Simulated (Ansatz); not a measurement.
**BF2HO + NH3: a complex and its separated parts**

The complex below is one end of an elementary step. How strongly is it bound against its free parts?

The runs use Ansatz 0.2.0, Gaussian basis; PBE0-D4/def2-TZVP structures, single points in def2-TZVPP, no counterpoise correction.

Levels: SPW92, PBE-D4, BLYP-D4, r2SCAN-D4, B97M-V, PBE0-D4, B3LYP-D4, r2SCAN0-D4, BHLYP-D4, CAM-B3LYP-D4, wB97X-V, wB97M-V, B2PLYP, PBE-QIDH, RPA on PBE, Hartree-Fock, MP2, CCSD, CCSD(T).

Cores are frozen in the correlated methods. B3LYP uses VWN-RPA correlation. B2PLYP carries no dispersion term here.

94 further runs of the same task are left out: 94 set aside as unsound or not needed. Runs told in other sessions of the task aren't counted.

## (1) Starting geometry

The complex: 9 atoms, charge 0, spin multiplicity 1.

Atoms are counted from 1 here; the program's logs count them from 0.

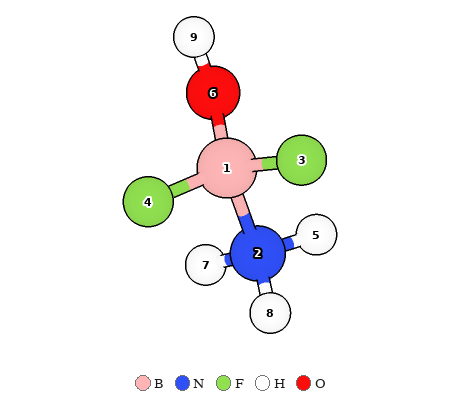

As it starts; boron pink, nitrogen blue, fluorine green, hydrogen white, oxygen red; atoms are numbered from 1 in the order of the file.

Coordinates:

```
B    -0.5663    0.1392   -0.2360
N     1.0622   -0.0959   -0.0297
F    -0.8926   -0.6607   -1.3173
F    -0.6812    1.4817   -0.5525
H     1.2372   -1.0711    0.1902
O    -1.0818   -0.2571    1.0179
H     1.3915    0.4782    0.7396
H     1.5652    0.1535   -0.8748
H    -2.0341   -0.1677    1.0629
```

Its parts: BF2HO holds atoms 1, 3, 4, 6, 9; NH3 holds atoms 2, 5, 7, 8. Each part counts its atoms afresh in its own runs.

## (2) Relaxing BF2HO alone

relax-a/in.yaml

```yaml
crystal:
  periodic: [false, false, false]
  atoms:
    - {symbol: B, position_ang: [-0.566296, 0.139217, -0.236032]}
    - {symbol: F, position_ang: [-0.892563, -0.660725, -1.317325]}
    - {symbol: F, position_ang: [-0.681199, 1.481684, -0.552531]}
    - {symbol: O, position_ang: [-1.081775, -0.257140, 1.017869]}
    - {symbol: H, position_ang: [-2.034133, -0.167721, 1.062913]}
basis:
  gaussian: {orbitals: def2-TZVP}
hamiltonian: {xc: pbe0, dispersion: d4}
relax: {f_tol: 0.005, max_steps: 200}
```

On the command line:

```bash
ansatz run in.yaml --threads 4 --pin off --events-out ev --progress --plain --max-ram 9574MiB
```

Output, cut to the lines that bear on the results:

```text
Functional definition: PBE0
  name "PBE0"
  cite "Adamo & Barone, J. Chem. Phys. 110, 6158 (1999) doi:10.1063/1.478522"
  cite "Perdew, Burke & Ernzerhof, Phys. Rev. Lett. 77, 3865 (1996) doi:10.1103/PhysRevLett.77.3865"
  parent pbe
[...]
676 factors; their error is unknown
[...]
mean field -8172.08128775 eV, -300.3184480890 hartree, gradient 1.9e-5 eV, S^2 0.000000; 0 other end points of the search recorded, 0 dependent functions left out
[...]
reference -8172.08131237 eV, -300.3184489938 hartree; 16, 16 occupied and 114, 114 virtual orbitals, 676 factors
[...]
reference -8173.53137073 eV, -300.3717376558 hartree; 16, 16 occupied and 114, 114 virtual orbitals, 676 factors
Total energy: -8173.57530726 eV, -300.3733522935 hartree
Atom 0 at    -0.890992     0.103712    -0.353737 Å, force     0.000085     0.000055    -0.000118 eV/Å
Atom 1 at    -0.496240    -0.639608    -1.366760 Å, force     0.000008    -0.000048    -0.000059 eV/Å
Atom 2 at    -0.726333     1.418339    -0.436400 Å, force    -0.000016     0.000051     0.000035 eV/Å
Atom 3 at    -1.443286    -0.484223     0.723025 Å, force    -0.000092    -0.000036     0.000205 eV/Å
Atom 4 at    -1.699114     0.137095     1.408766 Å, force     0.000014    -0.000022    -0.000062 eV/Å
Dipole moment:    -0.146013     0.169769     0.352704 e Å
```

Run time: 34 s. Hardware: 4 threads of AMD EPYC, shared host.

Relaxation path: (the energy doesn't fall at every step)

| step | energy from step 1 (eV) | largest force component (eV/Å) |
| --- | --- | --- |
| 1 | 0.0000 | 6.1091 |
| 2 | -0.8216 | 2.2112 |
| 3 | -0.7838 | 2.3943 |
| 4 | -0.9967 | 1.7548 |
| 5 | -1.0753 | 0.7769 |
| 6 | -1.1015 | 0.4762 |
| 7 | -1.2429 | 1.9044 |
| 8 | -1.4107 | 0.8894 |
| 9 | -1.4468 | 0.2265 |
| 10 | -1.4472 | 0.2037 |
| 11 | -1.4500 | 0.0167 |
| 12 | -1.4500 | 0.0061 |
| 13 | -1.4500 | 0.0002 |

Close pairs (by a distance rule), those that changed most:

| bond | before (Å) | after (Å) | change (Å) |
| --- | --- | --- | --- |
| B1–O4 | 1.412 | 1.345 | -0.067 |
| B1–F2 | 1.384 | 1.317 | -0.067 |
| B1–F3 | 1.384 | 1.327 | -0.057 |
| O4–H5 | 0.958 | 0.960 | +0.002 |

## (3) Relaxing NH3 alone

relax-b/in.yaml

```yaml
crystal:
  periodic: [false, false, false]
  atoms:
    - {symbol: N, position_ang: [1.062164, -0.095931, -0.029741]}
    - {symbol: H, position_ang: [1.237224, -1.071073, 0.190191]}
    - {symbol: H, position_ang: [1.391516, 0.478161, 0.739564]}
    - {symbol: H, position_ang: [1.565163, 0.153529, -0.874809]}
basis:
  gaussian: {orbitals: def2-TZVP}
hamiltonian: {xc: pbe0, dispersion: d4}
relax: {f_tol: 0.005, max_steps: 200}
```

On the command line:

```bash
ansatz run in.yaml --threads 4 --pin off --events-out ev --progress --plain --max-ram 9574MiB
```

Output, cut to the lines that bear on the results:

```text
[... 5 set-up lines as earlier in the session ...]
[...]
287 factors; their error is unknown
[...]
mean field -1537.79174946 eV, -56.5128044399 hartree, gradient 7.4e-5 eV, S^2 0.000000; 0 other end points of the search recorded, 0 dependent functions left out
[...]
Total energy: -1537.80844353 eV, -56.5134179359 hartree
Atom 0 at     1.037830    -0.092826    -0.031750 Å, force    -0.000123    -0.000140     0.000416 eV/Å
Atom 1 at     1.247636    -1.059015     0.186827 Å, force     0.000036     0.000509    -0.000060 eV/Å
Atom 2 at     1.399862     0.469261     0.728713 Å, force    -0.000048    -0.000353    -0.000362 eV/Å
Atom 3 at     1.570738     0.147266    -0.858585 Å, force     0.000135    -0.000016     0.000006 eV/Å
Dipole moment:     0.345582    -0.051304     0.047610 e Å
```

Wall time 1.7 s (4 threads of AMD EPYC, shared host).

Step by step:

| step | energy from step 1 (eV) | largest force component (eV/Å) |
| --- | --- | --- |
| 1 | 0.0000 | 0.2363 |
| 2 | -0.0058 | 0.1654 |
| 3 | -0.0075 | 0.0626 |
| 4 | -0.0076 | 0.0005 |

Distances of close pairs at the start and the end, largest changes first:

| bond | before (Å) | after (Å) | change (Å) |
| --- | --- | --- | --- |
| N1–H2 | 1.015 | 1.013 | -0.002 |
| N1–H3 | 1.015 | 1.013 | -0.002 |
| N1–H4 | 1.015 | 1.013 | -0.002 |

## (4) SPW92/def2-TZVPP

parta/in.yaml

```yaml
crystal:
  periodic: [false, false, false]
  atoms:
    - {symbol: B, position_ang: [-0.890992, 0.103712, -0.353737]}
    - {symbol: F, position_ang: [-0.496240, -0.639608, -1.366760]}
    - {symbol: F, position_ang: [-0.726333, 1.418339, -0.436400]}
    - {symbol: O, position_ang: [-1.443286, -0.484223, 0.723025]}
    - {symbol: H, position_ang: [-1.699114, 0.137095, 1.408766]}
basis:
  gaussian: {orbitals: def2-TZVPP}
hamiltonian: {xc: lda}
```

partb/in.yaml

```yaml
crystal:
  periodic: [false, false, false]
  atoms:
    - {symbol: N, position_ang: [1.037830, -0.092826, -0.031750]}
    - {symbol: H, position_ang: [1.247636, -1.059015, 0.186827]}
    - {symbol: H, position_ang: [1.399862, 0.469261, 0.728713]}
    - {symbol: H, position_ang: [1.570738, 0.147266, -0.858585]}
basis:
  gaussian: {orbitals: def2-TZVPP}
hamiltonian: {xc: lda}
```

The same command starts each run, in its folder.

On the command line:

```bash
ansatz run in.yaml --threads 4 --pin off --events-out ev --progress --plain --max-ram 9574MiB
```

parta printed, cut to the lines that bear on the results:

```text
Functional definition: SPW92
  name "SPW92"
  cite "Dirac, Proc. Camb. Phil. Soc. 26, 376 (1930) doi:10.1017/S0305004100016108"
  cite "Slater, Phys. Rev. 81, 385 (1951) doi:10.1103/PhysRev.81.385"
  cite "Perdew & Wang, Phys. Rev. B 45, 13244 (1992) doi:10.1103/PhysRevB.45.13244"
[...]
691 factors; their error is unknown
[...]
mean field -8125.31750036 eV, -298.5999106001 hartree, gradient 7.9e-5 eV, S^2 0.000000; 0 other end points of the search recorded, 0 dependent functions left out
reference -8125.31753277 eV, -298.5999117911 hartree; 16, 16 occupied and 122, 122 virtual orbitals, 691 factors
Total energy: -8125.31753277 eV, -298.5999117911 hartree
```

Output in partb, cut to the lines that bear on the results:

```text
[... 5 set-up lines as earlier in the session ...]
[...]
332 factors; their error is unknown
[...]
mean field -1526.58939225 eV, -56.1011254059 hartree, gradient 8.6e-5 eV, S^2 0.000000; 0 other end points of the search recorded, 0 dependent functions left out
reference -1526.58941165 eV, -56.1011261188 hartree; 5, 5 occupied and 68, 68 virtual orbitals, 332 factors
Total energy: -1526.58941165 eV, -56.1011261188 hartree
```

They took 1.2 s (parta), 0.3 s (partb) on 4 threads of AMD EPYC, shared host.

## (5) PBE-D4/def2-TZVPP

The same edit goes into each in.yaml of step 4 (parta, partb):

```diff
-hamiltonian: {xc: lda}
+hamiltonian: {xc: pbe, dispersion: d4}
```

The same command starts each run, in its folder.

On the command line:

```bash
ansatz run in.yaml --threads 4 --pin off --events-out ev --progress --plain --max-ram 9574MiB
```

parta printed, cut to the lines that bear on the results:

```text
Functional definition: PBE
  name "PBE"
[... 2 set-up lines as earlier in the session ...]
[...]
691 factors; their error is unknown
[...]
mean field -8173.43067705 eV, -300.3680372313 hartree, gradient 1.2e-5 eV, S^2 0.000000; 0 other end points of the search recorded, 0 dependent functions left out
reference -8173.43071247 eV, -300.3680385330 hartree; 16, 16 occupied and 122, 122 virtual orbitals, 691 factors
Total energy: -8173.48454497 eV, -300.3700168410 hartree
```

Log of partb, cut to the lines that bear on the results:

```text
[... 4 set-up lines as earlier in the session ...]
[...]
332 factors; their error is unknown
[...]
mean field -1537.73152918 eV, -56.5105913853 hartree, gradient 5.9e-5 eV, S^2 0.000000; 0 other end points of the search recorded, 0 dependent functions left out
reference -1537.73154952 eV, -56.5105921331 hartree; 5, 5 occupied and 68, 68 virtual orbitals, 332 factors
Total energy: -1537.74292745 eV, -56.5110102642 hartree
```

Times: 1.6 s (parta), 0.4 s (partb) on 4 threads of AMD EPYC, shared host.

## (6) BLYP-D4/def2-TZVPP

Each input of step 5 (parta, partb) changes in the same lines:

```diff
-hamiltonian: {xc: pbe, dispersion: d4}
+hamiltonian: {xc: {name: BLYP}, dispersion: d4}
```

The same command starts each run, in its folder.

On the command line:

```bash
ansatz run in.yaml --threads 4 --pin off --events-out ev --progress --plain --max-ram 9574MiB
```

parta printed, cut to the lines that bear on the results:

```text
Functional definition: BLYP
  name "BLYP"
  cite "Becke, Phys. Rev. A 38, 3098 (1988) doi:10.1103/PhysRevA.38.3098"
  cite "Lee, Yang & Parr, Phys. Rev. B 37, 785 (1988) doi:10.1103/PhysRevB.37.785"
[...]
691 factors; their error is unknown
[...]
mean field -8180.91603505 eV, -300.6431190640 hartree, gradient 1.1e-5 eV, S^2 0.000000; 0 other end points of the search recorded, 0 dependent functions left out
reference -8180.91630397 eV, -300.6431289466 hartree; 16, 16 occupied and 122, 122 virtual orbitals, 691 factors
Total energy: -8181.04246167 eV, -300.6477651564 hartree
```

Log of partb, cut to the lines that bear on the results:

```text
[... 4 set-up lines as earlier in the session ...]
[...]
332 factors; their error is unknown
[...]
mean field -1539.10791968 eV, -56.5611728033 hartree, gradient 5.5e-5 eV, S^2 0.000000; 0 other end points of the search recorded, 0 dependent functions left out
reference -1539.10810526 eV, -56.5611796232 hartree; 5, 5 occupied and 68, 68 virtual orbitals, 332 factors
Total energy: -1539.13555455 eV, -56.5621883660 hartree
```

Wall times: 1.8 s (parta), 0.41 s (partb) on 4 threads of AMD EPYC, shared host.

## (7) r2SCAN-D4/def2-TZVPP

Each input of step 6 (parta, partb) changes in the same lines:

```diff
-hamiltonian: {xc: {name: BLYP}, dispersion: d4}
+hamiltonian: {xc: r2scan, dispersion: d4}
```

Each run has its own folder and the same command.

On the command line:

```bash
ansatz run in.yaml --threads 4 --pin off --events-out ev --progress --plain --max-ram 9574MiB
```

parta printed, cut to the lines that bear on the results:

```text
Functional definition: r2SCAN
  name "r2SCAN"
  cite "Furness, Kaplan, Ning, Perdew & Sun, J. Phys. Chem. Lett. 11, 8208 (2020) doi:10.1021/acs.jpclett.0c02405"
  cite "Furness, Kaplan, Ning, Perdew & Sun, J. Phys. Chem. Lett. 11, 9248 (2020) doi:10.1021/acs.jpclett.0c03077"
  parent r2scan
[...]
691 factors; their error is unknown
[...]
mean field -8178.24567098 eV, -300.5449849945 hartree, gradient 3.2e-5 eV, S^2 0.000000; 0 other end points of the search recorded, 0 dependent functions left out
reference -8178.24568121 eV, -300.5449853704 hartree; 16, 16 occupied and 122, 122 virtual orbitals, 691 factors
Total energy: -8178.25811933 eV, -300.5454424629 hartree
```

Log of partb, cut to the lines that bear on the results:

```text
[... 5 set-up lines as earlier in the session ...]
[...]
332 factors; their error is unknown
[...]
mean field -1538.76469955 eV, -56.5485596961 hartree, gradient 3.0e-5 eV, S^2 0.000000; 0 other end points of the search recorded, 0 dependent functions left out
reference -1538.76470600 eV, -56.5485599334 hartree; 5, 5 occupied and 68, 68 virtual orbitals, 332 factors
Total energy: -1538.76741895 eV, -56.5486596325 hartree
```

Wall times: 2.3 s (parta), 0.66 s (partb) on 4 threads of AMD EPYC, shared host.

## (8) B97M-V/def2-TZVPP

Each input of step 7 (parta, partb) changes in the same lines:

```diff
-hamiltonian: {xc: r2scan, dispersion: d4}
+hamiltonian: {xc: {name: B97M-V}}
```

The same command starts each run, in its folder.

On the command line:

```bash
ansatz run in.yaml --threads 4 --pin off --events-out ev --progress --plain --max-ram 9574MiB
```

Output in parta, cut to the lines that bear on the results:

```text
Functional definition: B97M-V
  name "B97M-V"
  cite "Mardirossian & Head-Gordon, J. Chem. Phys. 142, 074111 (2015) doi:10.1063/1.4907719"
  cite "Becke, J. Chem. Phys. 107, 8554 (1997) doi:10.1063/1.475007"
  cite "Vydrov & Van Voorhis, J. Chem. Phys. 133, 244103 (2010) doi:10.1063/1.3521275"
  # Of w^i u^j: cxij and so on, Table III.
[...]
  gx(w, u) = cx00 + cx01*u + cx02*u^2 + (cx10 + cx11*u)*w
[...]
  gos(w, u) = cos00 + cos01*u + cos03*u^3 + cos10*w + cos32*w^3*u^2
[...]
      + integral(e_c_pw_mod_opposite_spin*gos(b97_w_opposite, b97_u_opposite)) + vv10(b, c)
691 factors; their error is unknown
[...]
mean field -8179.58205891 eV, -300.5940963452 hartree, gradient 4.6e-5 eV, S^2 0.000000; 0 other end points of the search recorded, 0 dependent functions left out
reference -8179.58210906 eV, -300.5940981882 hartree; 16, 16 occupied and 122, 122 virtual orbitals, 691 factors
Total energy: -8179.58210906 eV, -300.5940981882 hartree
```

Log of partb, cut to the lines that bear on the results:

```text
[... 5 set-up lines as earlier in the session ...]
  # Of w^i u^j: cxij and so on, Table III.
[...]
  gx(w, u) = cx00 + cx01*u + cx02*u^2 + (cx10 + cx11*u)*w
[...]
  gos(w, u) = cos00 + cos01*u + cos03*u^3 + cos10*w + cos32*w^3*u^2
[...]
      + integral(e_c_pw_mod_opposite_spin*gos(b97_w_opposite, b97_u_opposite)) + vv10(b, c)
332 factors; their error is unknown
[...]
mean field -1539.38742844 eV, -56.5714445610 hartree, gradient 4.5e-5 eV, S^2 0.000000; 0 other end points of the search recorded, 0 dependent functions left out
reference -1539.38746127 eV, -56.5714457672 hartree; 5, 5 occupied and 68, 68 virtual orbitals, 332 factors
Total energy: -1539.38746127 eV, -56.5714457672 hartree
```

Times: 3.5 s (parta), 0.96 s (partb) on 4 threads of AMD EPYC, shared host.

## (9) PBE0-D4/def2-TZVPP

The same edit goes into each in.yaml of step 8 (parta, partb):

```diff
-hamiltonian: {xc: {name: B97M-V}}
+hamiltonian: {xc: pbe0, dispersion: d4}
+output: {orbitals: {seedname: orbitals}}
```

The same command starts each run, in its folder.

On the command line:

```bash
ansatz run in.yaml --threads 4 --pin off --events-out ev --progress --plain --max-ram 9574MiB
```

Output in parta, cut to the lines that bear on the results:

```text
[... 5 set-up lines as earlier in the session ...]
[...]
691 factors; their error is unknown
[...]
mean field -8173.57062853 eV, -300.3731803532 hartree, gradient 5.4e-5 eV, S^2 0.000000; 0 other end points of the search recorded, 0 dependent functions left out
reference -8173.57065312 eV, -300.3731812570 hartree; 16, 16 occupied and 122, 122 virtual orbitals, 691 factors
Total energy: -8173.61458965 eV, -300.3747958946 hartree
```

partb printed, cut to the lines that bear on the results:

```text
[... 5 set-up lines as earlier in the session ...]
[...]
332 factors; their error is unknown
[...]
mean field -1537.87183957 eV, -56.5157476972 hartree, gradient 6.7e-6 eV, S^2 0.000000; 0 other end points of the search recorded, 0 dependent functions left out
reference -1537.87185549 eV, -56.5157482821 hartree; 5, 5 occupied and 68, 68 virtual orbitals, 332 factors
Total energy: -1537.88097124 eV, -56.5160832798 hartree
```

Wall times: 1.5 s (parta), 0.41 s (partb) on 4 threads of AMD EPYC, shared host.

## (10) B3LYP-D4/def2-TZVPP

The same edit goes into each in.yaml of step 9 (parta, partb):

```diff
-hamiltonian: {xc: pbe0, dispersion: d4}
-output: {orbitals: {seedname: orbitals}}
+hamiltonian: {xc: {name: B3LYP}, dispersion: d4}
```

One command serves all of them, each in its own folder.

On the command line:

```bash
ansatz run in.yaml --threads 4 --pin off --events-out ev --progress --plain --max-ram 9574MiB
```

Output in parta, cut to the lines that bear on the results:

```text
Functional definition: B3LYP
  name "B3LYP"
  cite "Stephens, Devlin, Chabalowski & Frisch, J. Phys. Chem. 98, 11623 (1994) doi:10.1021/j100096a001"
[... 2 set-up lines as earlier in the session ...]
  cite "Vosko, Wilk & Nusair, Can. J. Phys. 58, 1200 (1980) doi:10.1139/p80-159"
[...]
691 factors; their error is unknown
[...]
mean field -8182.01942659 eV, -300.6836679551 hartree, gradient 3.9e-5 eV, S^2 0.000000; 0 other end points of the search recorded, 0 dependent functions left out
reference -8182.01962034 eV, -300.6836750753 hartree; 16, 16 occupied and 122, 122 virtual orbitals, 691 factors
Total energy: -8182.10660283 eV, -300.6868716231 hartree
```

Log of partb, cut to the lines that bear on the results:

```text
[... 6 set-up lines as earlier in the session ...]
[...]
332 factors; their error is unknown
[...]
mean field -1539.85469710 eV, -56.5886163676 hartree, gradient 2.1e-5 eV, S^2 0.000000; 0 other end points of the search recorded, 0 dependent functions left out
reference -1539.85483672 eV, -56.5886214984 hartree; 5, 5 occupied and 68, 68 virtual orbitals, 332 factors
Total energy: -1539.87289753 eV, -56.5892852208 hartree
```

Wall times: 1.6 s (parta), 0.41 s (partb) on 4 threads of AMD EPYC, shared host.

## (11) r2SCAN0-D4/def2-TZVPP

Each input of step 10 (parta, partb) changes in the same lines:

```diff
-hamiltonian: {xc: {name: B3LYP}, dispersion: d4}
+hamiltonian: {xc: {name: r2SCAN0}, dispersion: d4}
```

One command serves all of them, each in its own folder.

On the command line:

```bash
ansatz run in.yaml --threads 4 --pin off --events-out ev --progress --plain --max-ram 9574MiB
```

parta printed, cut to the lines that bear on the results:

```text
Functional definition: r2SCAN0
  name "r2SCAN0"
  cite "Bursch, Neugebauer, Ehlert & Grimme, J. Chem. Phys. 156, 134105 (2022) doi:10.1063/5.0086040"
[... 3 set-up lines as earlier in the session ...]
[...]
691 factors; their error is unknown
[...]
mean field -8177.21367685 eV, -300.5070599096 hartree, gradient 5.5e-5 eV, S^2 0.000000; 0 other end points of the search recorded, 0 dependent functions left out
reference -8177.21368449 eV, -300.5070601906 hartree; 16, 16 occupied and 122, 122 virtual orbitals, 691 factors
Total energy: -8177.22793075 eV, -300.5075837310 hartree
```

Output in partb, cut to the lines that bear on the results:

```text
[... 6 set-up lines as earlier in the session ...]
[...]
332 factors; their error is unknown
[...]
mean field -1538.56924176 eV, -56.5413767552 hartree, gradient 4.2e-5 eV, S^2 0.000000; 0 other end points of the search recorded, 0 dependent functions left out
reference -1538.56924685 eV, -56.5413769421 hartree; 5, 5 occupied and 68, 68 virtual orbitals, 332 factors
Total energy: -1538.57224816 eV, -56.5414872383 hartree
```

Times: 2.5 s (parta), 0.76 s (partb) on 4 threads of AMD EPYC, shared host.

## (12) BHLYP-D4/def2-TZVPP

The same edit goes into each in.yaml of step 11 (parta, partb):

```diff
-hamiltonian: {xc: {name: r2SCAN0}, dispersion: d4}
+hamiltonian: {xc: {name: BHLYP}, dispersion: d4}
```

Each run has its own folder and the same command.

On the command line:

```bash
ansatz run in.yaml --threads 4 --pin off --events-out ev --progress --plain --max-ram 9574MiB
```

Output in parta, cut to the lines that bear on the results:

```text
Functional definition: BHLYP
  name "BHLYP"
  cite "Becke, J. Chem. Phys. 98, 1372 (1993) doi:10.1063/1.464304"
[... 2 set-up lines as earlier in the session ...]
[...]
795 factors; their error is unknown
[...]
mean field -8178.75938089 eV, -300.5638634856 hartree, gradient 7.4e-5 eV, S^2 0.000000; 0 other end points of the search recorded, 0 dependent functions left out
reference -8178.75950613 eV, -300.5638680879 hartree; 16, 16 occupied and 122, 122 virtual orbitals, 795 factors
Total energy: -8178.81747925 eV, -300.5659985609 hartree
```

Log of partb, cut to the lines that bear on the results:

```text
[... 5 set-up lines as earlier in the session ...]
[...]
346 factors; their error is unknown
[...]
mean field -1538.73562207 eV, -56.5474911188 hartree, gradient 7.6e-5 eV, S^2 0.000000; 0 other end points of the search recorded, 0 dependent functions left out
reference -1538.73571872 eV, -56.5474946705 hartree; 5, 5 occupied and 68, 68 virtual orbitals, 346 factors
Total energy: -1538.74641886 eV, -56.5478878934 hartree
```

They took 1.9 s (parta), 0.45 s (partb) on 4 threads of AMD EPYC, shared host.

[end of part 1 of 2]
